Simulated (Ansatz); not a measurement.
The calculation's input:

```
crystal:
  periodic: [false, false, false]
  atoms:
    - { symbol: C, position_ang: [-0.4041, -0.6126, 0.8561] }
    - { symbol: "N", position_ang: [0.2254, 0.635, 0.4007] }
    - { symbol: C, position_ang: [0.4989, 0.7521, -0.8561] }
    - { symbol: Cl, position_ang: [0.274, -0.4013, -2.058] }
    - { symbol: Cl, position_ang: [1.3374, 2.1758, -1.3547] }
    - { symbol: H, position_ang: [0.1559, -1.4465, 0.6752] }
    - { symbol: H, position_ang: [-0.6051, -0.4949, 1.9259] }
    - { symbol: H, position_ang: [-1.3903, -0.6647, 0.3551] }
basis:
  gaussian: { orbitals: def2-mTZVP }
hamiltonian:
  xc: b3lyp
  dispersion: d4
relax:
  f_tol: 0.02
  max_steps: 50
output:
  orbitals: {}
```

Command:

```sh
ansatz run input.yaml --threads 2 --pin off --max-ram 3072MiB --backend cpu --events-out ev --progress --plain --runs-dir out
```

The fields are those of the relaxed geometry.

Level of theory: Ansatz 0.2.0, RKS B3LYP-D4/def2-mTZVP.

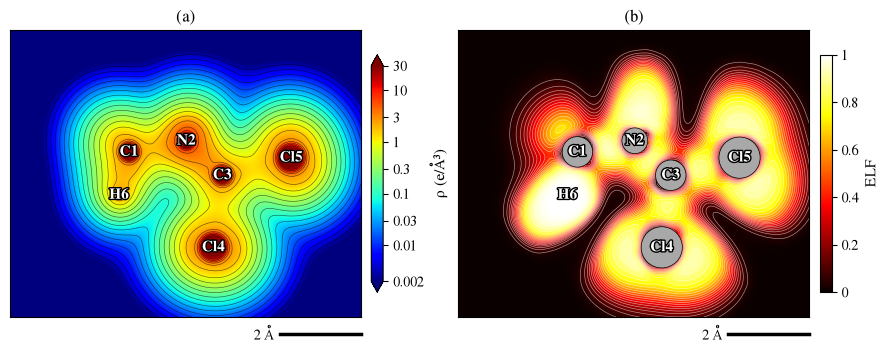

C₂H₃Cl₂N. (a) total electron density; (b) electron localisation function on the plane of atoms C1, N2 and C3. Grey discs cover the atomic cores in the ELF map.

**Describe what can be read from this map.**

Atoms in the plane: C, N, Cl and H.
C–N (1.23 Å): ρ is about 3 e/Å³ halfway; the ELF peaks at about 0.90 between the atoms: a short, multiple covalent bond.
C–Cl (1.76 Å): ρ is about 1.4 e/Å³ halfway; the ELF peaks at about 0.90 between the atoms: a covalent bond.
C–H (1.09 Å): ρ at the midpoint is about 2 e/Å³; the ELF climbs to about 1 towards the hydrogen, as it does in any bond to H; an ordinary covalent bond to hydrogen.
C–Cl (1.80 Å): the density is about 1.2 e/Å³ at the midpoint; the ELF peaks at about 0.85 between the atoms, as expected for localised, covalent bonding.
The ELF also peaks beside Cl4, Cl5 and N2, away from the bonds: lone-pair regions.
